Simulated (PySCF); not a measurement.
System: C₄H₁₀Si₂ (SMILES CC#CC[SiH2][SiH3]).

The calculation's input:

```
{"job": {"kind": "uv", "xc": "PBE0", "basis": "def2-SVPD", "nstates": 8, "ntriplets": 3}, "charge": 0, "multiplicity": 1}
C      2.962568    -0.676590     0.672588
C      1.843710    -0.218324    -0.125330
C      0.925249     0.160361    -0.796765
C     -0.199527     0.627652    -1.571092
Si    -1.662772     1.118063    -0.431390
Si    -2.203986    -0.636470     0.968661
H      2.882227    -1.749379     0.849351
H      2.970992    -0.161761     1.633674
H      3.902434    -0.474786     0.157926
H      0.114318     1.480928    -2.176676
H     -0.511892    -0.161722    -2.259867
H     -2.746063     1.532713    -1.339182
H     -1.253384     2.334840     0.286673
H     -3.487392    -0.411381     1.642131
H     -1.210046    -0.843294     2.024347
H     -2.334035    -1.911906     0.255989
```

Launched as:

```sh
OMP_NUM_THREADS=1 python probes_run.py task.json out
```

Geometry: GFN2-xTB.

The calculation used PBE0/def2-SVPD, SCF density, gas phase (PySCF 2.14.0).

What can the converged electron density and electron localisation function tell about the bonding?

Answer. C–C (1.20 Å): ρ at the midpoint is about 2.7 e/Å³; the ELF peaks at about 0.80 between the atoms (a short, multiple covalent bond).
C–Si (1.92 Å): ρ at the midpoint is about 0.88 e/Å³; the ELF peaks at about 0.95 between the atoms; a shared electron pair.
Si–H (1.47 Å): the density is about 0.77 e/Å³ at the midpoint; the ELF climbs to about 1 towards the hydrogen, as it does in any bond to H.

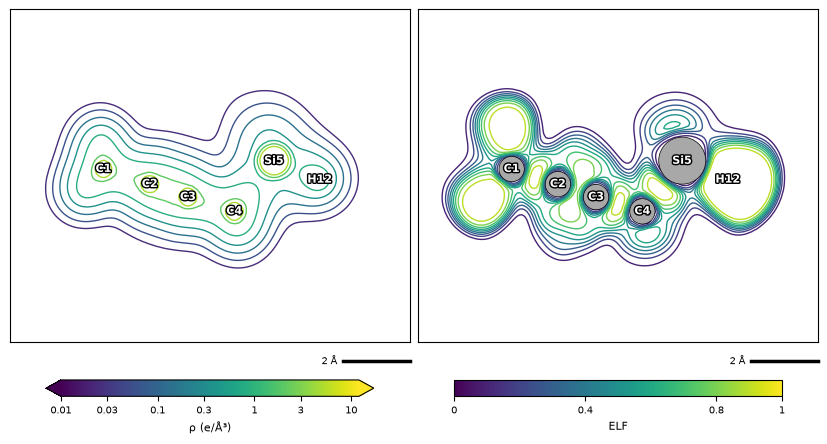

Computed electron density and electron localisation function on the plane of atoms C4, Si5 and H12, in this order. Grey discs cover the atomic cores in the ELF map. 
